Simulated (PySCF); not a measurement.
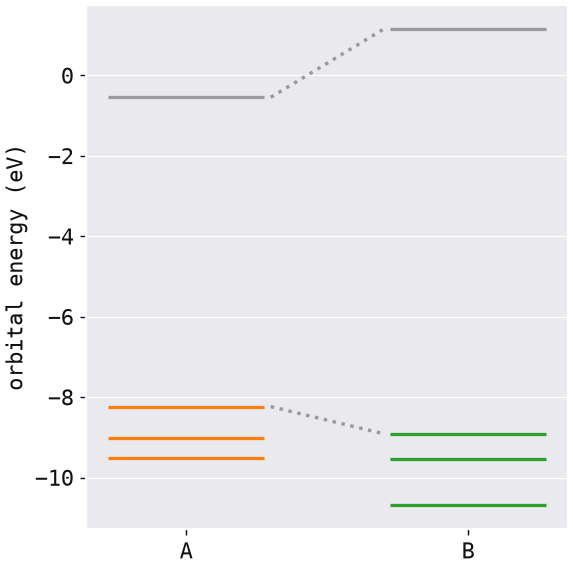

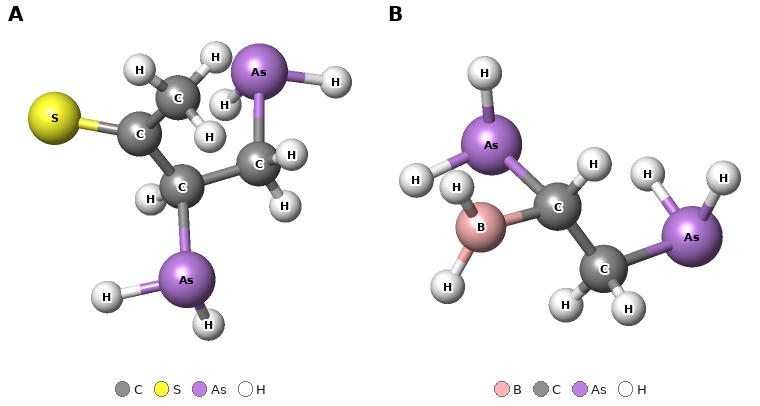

Related molecules: A is C₄H₁₀As₂S, SMILES CC(=S)[C@H]([AsH2])C[AsH2]; B is C₂H₉As₂B, SMILES B[C@H]([AsH2])C[AsH2]. Frontier orbital energies, ωB97X-D/def2-SVPD, PySCF, at a PBE0-D3(BJ)/def2-SVP geometry (no frequency check); drawn are at most three filled levels and, in grey, the LUMO with any level within 0.03 eV of it; dotted lines join the HOMOs and the LUMOs.

Q: What does the change do to the frontier levels?

A: From A to B the HOMO falls by 0.67 eV and the LUMO rises by 1.69 eV, so the separation goes from 7.69 to 10.06 eV.

Q: Does the ΔSCF ionisation energy follow the HOMO?

A: A: −ε(HOMO) 8.24, ΔSCF 8.33 eV; B: −ε(HOMO) 8.91, ΔSCF 9.08 eV.

Limits of at least one run: empty levels above zero depend strongly on the basis; one conformer of a flexible molecule.
